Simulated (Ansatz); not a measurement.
The figure comes from a scan of InAs (zinc blende): a phonon pattern at L = (0.5, 0.0, 0.0) is frozen into a 4-atom cell, Q being the largest atomic displacement. Computed with PBE (plane waves to 420 eV, PAW, scalar-relativistic; Ansatz, a first-principles code). k mesh 9×9×9 (Γ-centred), Fermi-Dirac smearing 0.05 eV. With partly filled bands, energies and forces of such displacements shift with the k mesh and the smearing. At this level the bands of InAs touch or barely overlap; measurements give the solid a gap. InAs was relaxed with its symmetry unable to fall. 

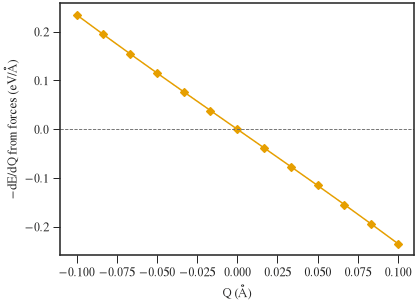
−dE/dQ from forces (eV/Å) against Q (Å); computed points joined by lines.

Q: Read the plotted values off the figure, to the accuracy that the plot allows.

A: To the nearest 0.01:

```tsv
Q (Å)	−dE/dQ from forces (eV/Å)
-0.100	0.23
-0.083	0.19
-0.067	0.15
-0.050	0.12
-0.033	0.08
-0.017	0.04
0.000	0.00
0.017	-0.04
0.033	-0.08
0.050	-0.12
0.067	-0.15
0.083	-0.19
0.100	-0.23
```

(For displaced atoms, the force is minus the slope of the energy, and its curvature is a force constant, which sets phonon frequencies.)
